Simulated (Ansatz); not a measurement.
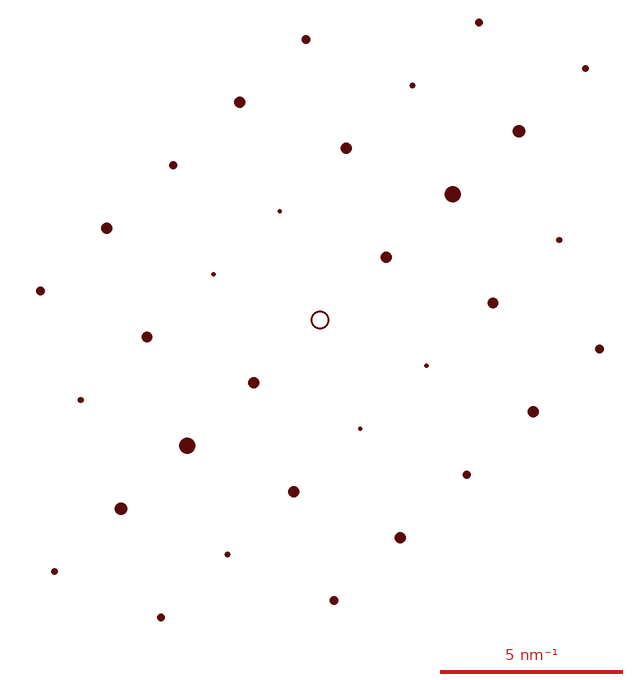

Simulated selected-area electron diffraction pattern (200 kV, kinematic approximation, thin crystal, B = 1 Å² for all atoms).

Describe the geometry of this pattern.

Answer. The spots form a centred rectangular net whose two shortest vectors correspond to d = 3.96 Å and 3.12 Å, 66.8° apart.

What is the point symmetry of the pattern, intensities included?

Answer. 2mm. A zero-layer kinematic pattern is always centrosymmetric (Friedel's law).

What was simulated?

Answer. This cannot be fixed from one zone alone; the pattern is [211] of PtSe3, space group P6_3/mmc (No. 194), a = 7.93 Å, c = 3.51 Å (hexagonal axes). The net vectors are -1 2 0 and -1 1 1 (weak). Structure: the end point of a relaxation with DFT PBE, scalar-relativistic, plane waves, PAW in Ansatz 0.2.0; the starting structure was generated, so it need not be a known form of this composition.
